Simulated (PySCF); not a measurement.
**triplet C2H7In: levels of theory compared**

We compute a comparison of 6 runs (U-r2SCAN/def2-SVP, U-wB97X/def2-SVP, UB2PLYP/def2-SVP, UBHLYP/def2-SVP, UM06-L/def2-SVP, USCS-MP2/def2-SVP) of triplet C2H7In. Input form: a Python script.

Program for the calculation: PySCF 2.14.0.

5 further runs of the same task are left out: 5 set aside as unsound or not needed.

### Step 1. The structure to begin with

The species is C2H7In (10 atoms), meant as a triplet with charge 0. SMILES of the parent species: `C[CH2][InH2]`. The coordinates come from a PBE0-D4/def2-TZVP relaxation. That shape belongs to the parent species and isn't relaxed for this state.

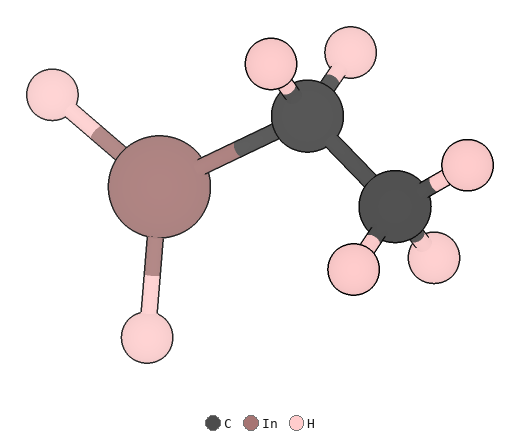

Viewed from a chosen angle; carbon dark grey, indium brown, hydrogen pink.

### Step 2. The energy at U-r2SCAN/def2-SVP (core potential) (run 1)

Input file input.xyz:

```xyz
10
C2H7In
C     -0.977700     0.382700    -0.894700
C     -0.314700    -0.630300     0.028300
In     1.454400     0.070200     1.061700
H     -1.865300    -0.032500    -1.384600
H     -0.300700     0.717200    -1.685200
H     -1.297100     1.277800    -0.354200
H     -0.022600    -1.530900    -0.522300
H     -1.013000    -0.976000     0.797900
H      2.318500    -0.968100     2.146100
H      2.018200     1.690000     0.807000
```

Input file run.py:

```python
from pyscf import gto, dft

mol = gto.M(
    atom='input.xyz',
    charge=0,
    ecp={'In': 'def2-svp'},
    spin=2,
    basis='def2-svp',
    max_memory=1860,
    verbose=4,
)

calc0 = dft.UKS(mol, xc='r2scan')
calc0.conv_tol = 1e-10
calc0.grids.level = 5
calc0.kernel()
if not calc0.converged:
    calc0 = calc0.newton().run(calc0.mo_coeff, calc0.mo_occ)

e_tot = calc0.e_tot
print('Final energy', e_tot)
```

Run with:

```sh
$ OMP_NUM_THREADS=1 python run.py
```

The program printed:

```text
PySCF version 2.14.0

[... 78 lines left out ...]
[... the frontier-level lines of each cycle are left out ...]
[... 17 lines left out ...]
[... 17 lines left out ...]
[... 17 lines left out ...]
[... 17 lines left out ...]
[... 1 line left out ...]
cycle= 16 E= -270.326059272856  delta_E= -1.15e-08  |g|= 1.56e-05  |ddm|= 0.000354


cycle= 17 E= -270.326059273153  delta_E= -2.98e-10  |g|= 5.37e-06  |ddm|= 5.96e-05


cycle= 18 E= -270.326059273177  delta_E= -2.38e-11  |g|= 2.4e-06  |ddm|= 1.78e-05


Extra cycle  E= -270.326059273137  delta_E= 3.98e-11  |g|= 5.73e-06  |ddm|= 2.03e-05
converged SCF energy = -270.326059273137  <S^2> = 2.0058336  2S+1 = 3.0038866
Final energy -270.32605927313745
```

Wall time 69 s (1 thread of Intel Xeon 6975P-C (Granite Rapids), shared host); peak memory 0.53 GiB.

### Step 3. A single-point energy at U-wB97X/def2-SVP (core potential) (run 2)

Input file input.py:

```python
from pyscf import gto, dft

mol = gto.Mole()
mol.atom = '''
C       -0.977700       0.382700      -0.894700
C       -0.314700      -0.630300       0.028300
In       1.454400       0.070200       1.061700
H       -1.865300      -0.032500      -1.384600
H       -0.300700       0.717200      -1.685200
H       -1.297100       1.277800      -0.354200
H       -0.022600      -1.530900      -0.522300
H       -1.013000      -0.976000       0.797900
H        2.318500      -0.968100       2.146100
H        2.018200       1.690000       0.807000
'''
mol.verbose = 4
mol.ecp = {'In': 'def2-svp'}
mol.basis = 'def2-svp'
mol.max_memory = 1860
mol.spin = 2
mol.build()

ks = dft.UKS(mol)
ks.xc = 'wb97x'
ks.conv_tol = 1e-10
ks.grids.level = 5
ks.kernel()
if not ks.converged:
    ks = ks.newton().run(ks.mo_coeff, ks.mo_occ)

e_final = ks.e_tot
print('Final energy', e_final)
```

Run with:

```sh
$ OMP_NUM_THREADS=1 python input.py
```

The program printed:

```text
PySCF version 2.14.0

[... 58 lines left out ...]
WARN: HOMO -0.509821535592774 >= LUMO -0.629338580170697
[... 5 lines left out ...]
WARN: HOMO 0.00692681633927528 >= LUMO -0.0991514826649951
[... 5 lines left out ...]
WARN: HOMO -0.08100020539794 >= LUMO -0.195093278506691
[... 5 lines left out ...]
WARN: HOMO -0.155478036161874 >= LUMO -0.179144562836157
[... 66 lines left out ...]
converged SCF energy = -270.308468305724  <S^2> = 2.0053168  2S+1 = 3.0035424
Final energy -270.30846830572386
```

Run time: 48 s. Hardware: 1 thread of Intel Xeon 6975P-C (Granite Rapids), shared host; peak memory 0.47 GiB.

Runs 3 to 5 aren't shown in full; the table further down has their settings and results.

### Step 4. The energy at USCS-MP2/def2-SVP (core potential) (run 6)

Input file job.py:

```python
from pyscf import gto, mp

mol = gto.Mole()
mol.atom = '''
C     -0.977700     0.382700    -0.894700
C     -0.314700    -0.630300     0.028300
In     1.454400     0.070200     1.061700
H     -1.865300    -0.032500    -1.384600
H     -0.300700     0.717200    -1.685200
H     -1.297100     1.277800    -0.354200
H     -0.022600    -1.530900    -0.522300
H     -1.013000    -0.976000     0.797900
H      2.318500    -0.968100     2.146100
H      2.018200     1.690000     0.807000
'''
mol.verbose = 3
mol.charge = 0
mol.spin = 2
mol.basis = 'def2-svp'
mol.max_memory = 1860
mol.ecp = {'In': 'def2-svp'}
mol.build()

mf = mol.UHF()
mf.conv_tol = 1e-10
mf.kernel()
if not mf.converged:
    mf = mf.newton().run(mf.mo_coeff, mf.mo_occ)

pt = mp.MP2(mf, frozen=6).run()
energy = mf.e_tot + 1.2 * pt.e_corr_os + pt.e_corr_ss / 3
print(f'total energy: {energy:.8f} hartree')
```

Run with:

```sh
$ OMP_NUM_THREADS=1 python job.py
```

The program printed:

```text
WARN: HOMO -0.453699537973186 >= LUMO -0.607412141322058

WARN: HOMO -0.00129643804696222 >= LUMO -0.110841266106927

converged SCF energy = -268.772013849587  <S^2> = 2.0142497  2S+1 = 3.0094848
E(UMP2) = -269.143031029554  E_corr = -0.371017179966187
E(SCS-UMP2) = -269.147693651947  E_corr = -0.375679802359935
total energy: -269.14769365 hartree
```

It took 2.9 s on 1 thread of Intel Xeon 6975P-C (Granite Rapids), shared host; peak memory 0.23 GiB.

### Step 5. The series

```
run                               level  frozen core orbitals  integration grid  energy (Eh)  dipole moment (D) of the reference  HOMO energy (eV)   ⟨S²⟩  wall time
  1  U-r2SCAN/def2-SVP (core potential)                     –                 5  -270.326059                                4.63             -2.80  2.006       69 s
  2   U-wB97X/def2-SVP (core potential)                     –                 5  -270.308468                                4.99             -4.84  2.005       48 s
  3   UB2PLYP/def2-SVP (core potential)                     6                 5  -269.914791                                5.05             -3.75  2.006       38 s
  4    UBHLYP/def2-SVP (core potential)                     –                 5  -270.161852                                4.96             -3.75  2.006       35 s
  5    UM06-L/def2-SVP (core potential)                     –                 5  -270.428228                                4.69             -2.29  2.004       65 s
  6  USCS-MP2/def2-SVP (core potential)                     6                 –  -269.147694                                5.75             -4.90  2.014      2.9 s
```

### Step 6. Results

| quantity | value |
| --- | --- |
| run 6: total energy | -269.14769 Eh |
| run 6: dipole moment (Hartree–Fock density) | 5.75 D |
| run 6: HOMO energy (Hartree–Fock orbitals) (highest over α and β) | -4.90 eV |
| run 6: LUMO energy (Hartree–Fock orbitals) (lowest over α and β) | -1.75 eV |
| run 6: correlation energy (6 core orbitals frozen) | -375.7 mEh |
| run 6: ⟨S²⟩ of the reference determinant | 2.014 |

**Reading.** Over runs 1, 2, 3, 4, 5 the dipole moment (its size) runs from 4.63 D (U-r2SCAN/def2-SVP) to 5.05 D (UB2PLYP/def2-SVP). A double hybrid's value is that of its SCF part. Totals of different functionals can't be ranked against each other. All runs together took 4.3 min, the longest 69 s.
